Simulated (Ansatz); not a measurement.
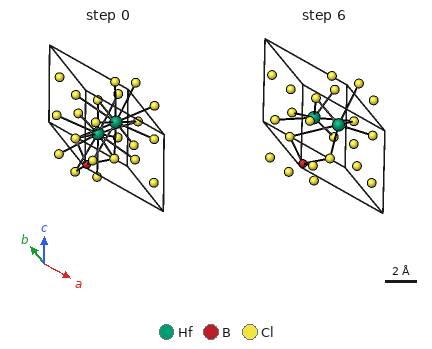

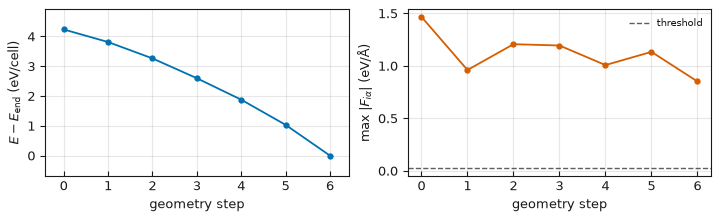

First and last geometry of a relaxation of crystalline Hf2BCl6 (a generated structure, set up in P1) (coarse preliminary run), with the history of the run. The picture is a ball-and-stick view of the cell of the calculation, reduced to other axes, seen from a free direction. Lengths and directions refer to the drawn axes.

These are results of DFT PBE, scalar-relativistic, plane waves, PAW (Ansatz 0.2.0), not measurements. Settings: plane-wave cutoff 420 eV; k-point mesh 4 × 4 × 4; occupations gaussian; smearing width 0.2 eV; no spin polarisation; cell and atoms relaxed; force threshold 0.025 eV/Å; at most 60 steps.

Q: Did the run converge, and what did it change?

A: The run was cut off at its time limit before the relaxation converged, so the last structure is only a point on the way. The energy falls by 4.237 eV per cell of the calculation in 6 geometry steps. Largest force component: 1.5 eV/Å at the start, 0.85 eV/Å at the end. The pressure goes from 1.83 to 3.40 GPa. The largest move relative to the cell is that of a Hf atom, 1.00 Å along [1 3 3]. By element the largest moves are Hf 1.00 Å, Cl 0.50 Å, B 0.21 Å. Cell: a 5.993 → 6.261 Å (+4.5 %), b 6.035 → 6.137 Å (+1.7 %), c 6.100 → 6.510 Å (+6.7 %), α 91.1° → 90.8°, β 117.8° → 117.2°, γ 119.3° → 120.0°. Volume +13.5 %. Some distances before and after: Cl–Hf 3.027 → 4.278 Å, Cl–Hf 3.319 → 4.380 Å, Hf–Hf 4.007 → 2.973 Å, Cl–Hf 3.113 → 4.147 Å. New bonds form: Hf–Hf (4.01 → 2.97 Å). Bonds break: Cl–Hf (3.03 → 4.28 Å), Cl–Hf (3.11 → 4.15 Å), Cl–Hf (3.20 → 4.17 Å), Cl–Hf (3.23 → 4.24 Å). Bond angles that change, for instance: Cl–Hf–Cl 94.2° → 131.1°, Cl–Hf–Cl 97.0° → 132.2°, Hf–Cl–B 98.9° → 129.2°. The space group stays P1 (No. 1). The run took 9.2 min on 1 thread of Arm Neoverse N1, with other jobs on the host, peak memory 0.63 GiB.
